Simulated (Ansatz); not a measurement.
```
atom    x (Å)    y (Å)    z (Å)
  Ti   0.4001  -0.0227   0.1405
   N   0.3864  -0.0428   2.0194
   H  -0.4405  -0.2344   2.5897
   H   1.1918   0.1788   2.6091
   F   2.1037  -0.0281  -0.3595
   F  -0.4123   1.4531  -0.4572
   F  -0.5465  -1.4140  -0.4430
   H  -3.0691  -0.3097   1.2732
   H  -2.9788   0.4304   1.3697
```

Level of theory: RKS PBE/def2-mTZVP in Ansatz 0.2.0.

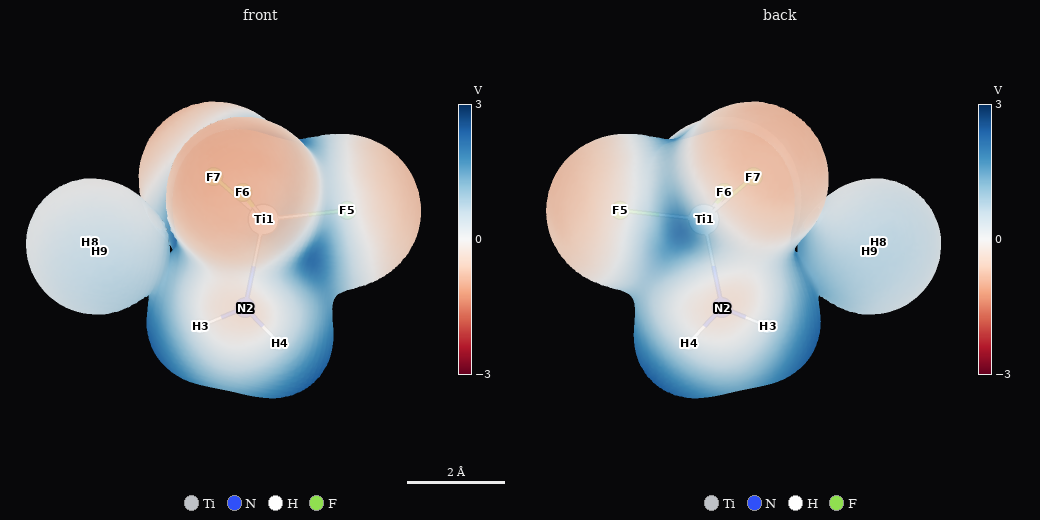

F3H2NTi···H2. The molecular electrostatic potential painted on the density surface at 0.002 e/bohr³, seen from the front and from behind; the colour scale runs from red (negative) to blue (positive).

> Describe the electrostatic potential map.

The most negative region (about −1.0 V) lies over F6, the most positive (about +2.4 V) over Ti1, H3 and H4.
